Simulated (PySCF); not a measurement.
**C₃H₄, SMILES `C=C=C`: what the electrons do**

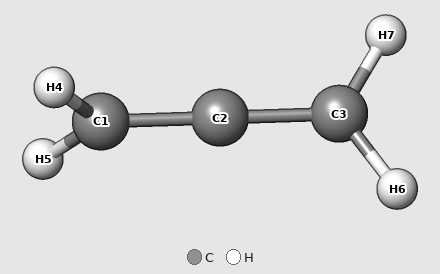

The molecule, with its atoms numbered as below. No frequency check shows the geometry to be a minimum.

Coordinates in Å:

```
C1      -1.2935    0.0001   -0.0001
C2      -0.0000   -0.0003    0.0002
C3       1.2935    0.0001   -0.0001
H4      -1.8608    0.6481    0.6484
H5      -1.8608   -0.6479   -0.6484
H6       1.8608   -0.6485    0.6478
H7       1.8608    0.6487   -0.6479
```

## 1. Bonding charge

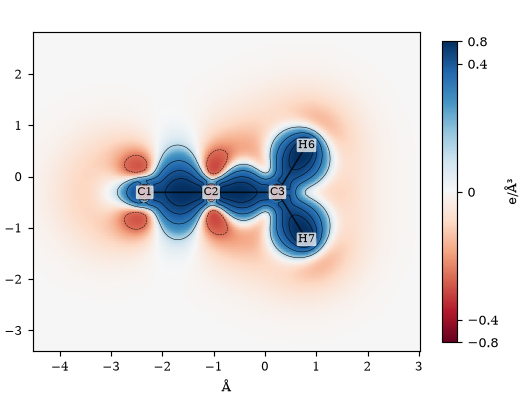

Deformation density (molecule less spherical, spin-averaged free atoms) in the plane of C1, C2, C3, H6 and H7; colour scale in e/Å³, logarithmic beyond ±0.1; blue: gain, red: loss.

Computed with PySCF, PBE0/def2-TZVP, geometry: GFN2-xTB.

How much density has each bond in this plane gained at its critical point, relative to the free atoms?

Answer. C1–C2 and C2–C3: +0.76 e/Å³ at the bond critical point (bond length 1.29 Å, Mayer order 2.0). C3–H7 and C3–H6: +0.73 e/Å³ at the bond critical point (bond length 1.08 Å, Mayer order 0.9). In all, 1.6 electrons gather in the regions of gain relative to the promolecule.

Where do the Hirshfeld charges lie?

Answer. The highest Hirshfeld charge is on H4, H5, H6 and H7 (+0.06 e), the lowest on C1 and C3 (−0.12 e).

```
atom  charge (e)
  C1       −0.12
  C2        0.00
  C3       −0.12
  H4       +0.06
  H5       +0.06
  H6       +0.06
  H7       +0.06
```

## 2. Bond critical points

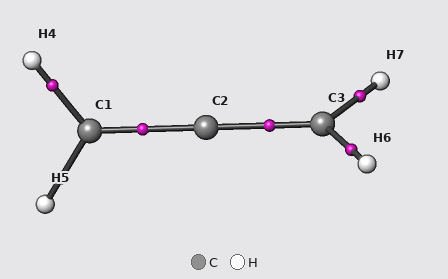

Molecular graph of the electron density (QTAIM): bond paths, bond critical points (magenta), ring points (cyan, if any); weak paths are dashed.

How many critical points of each kind are there, and does the count close?

Answer. 7 nuclei, 6 bond, 0 ring and 0 cage critical points: 7 − 6 + 0 − 0 = 1, as the Poincaré–Hopf relation requires.

What does the calculation give at each kind of bond critical point?

Answer.
| bond | length (Å) | ρ (a.u.) | ∇²ρ (a.u.) | ε | H (a.u.) |
| --- | --- | --- | --- | --- | --- |
| C1–C2 (2 alike) | 1.293 | 0.366 | −1.16 | 0.37 | −0.477 |
| C1–H5 (4 alike) | 1.078 | 0.283 | −1.00 | 0.02 | −0.291 |

What kind of interaction is C1–C2?

Answer. Shared-shell (covalent): ρ = 0.366, ∇²ρ = −1.16, H = −0.477 a.u. Its ellipticity of 0.37 shows that the density isn't cylindrical about the bond.

## 3. Local ionisation energy

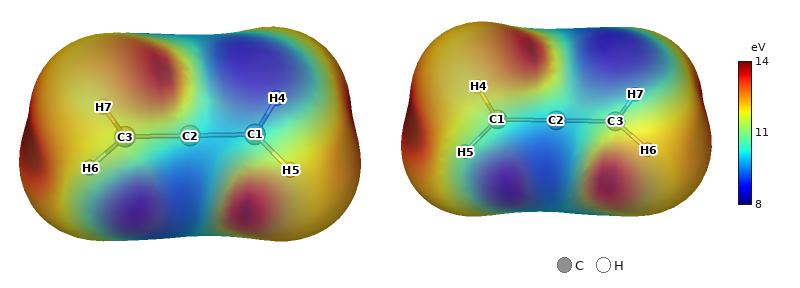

Average local ionisation energy on the surface of electron density 0.001 a.u. (back view left, front view right).

Where are the most loosely bound electrons on this surface?

Answer. The lowest value is 8.6 eV, over C1, off the plane of its three bonds (2.1 Å), and at like points elsewhere. For comparison, the highest occupied orbital lies at −7.7 eV.

The PySCF run shown took 6.5 s on 1 thread of Arm Neoverse V1 (shared host).
